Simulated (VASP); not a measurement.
Band structure of WSe (relaxed from the CsCl type structure, space group Pm-3m). Computed with PBEsol GGA, VASP's PBE PAW potentials (set 64) (plane waves; VASP 6.6.1).

Unless said otherwise, spin-orbit coupling is left out, though it shifts the bands of the heavy elements here.

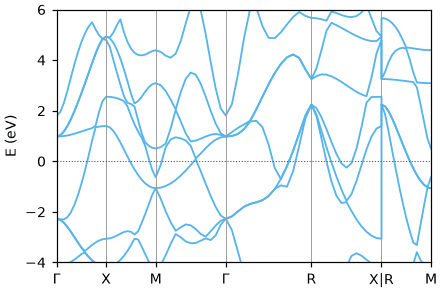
Figure: Bands along high-symmetry lines, zero at the valence-band maximum or, without a gap, the Fermi level

Problem. Read the plot: is there a gap, and where are the band edges?

Solution. It has no gap at this level: it comes out as a metal or semimetal. (Edges off the drawn lines would not show.)

The structure was generated: WSe was put into the CsCl type type (Pm-3m), which need not be its known phase. It was relaxed first, which changed the volume by -39 %.
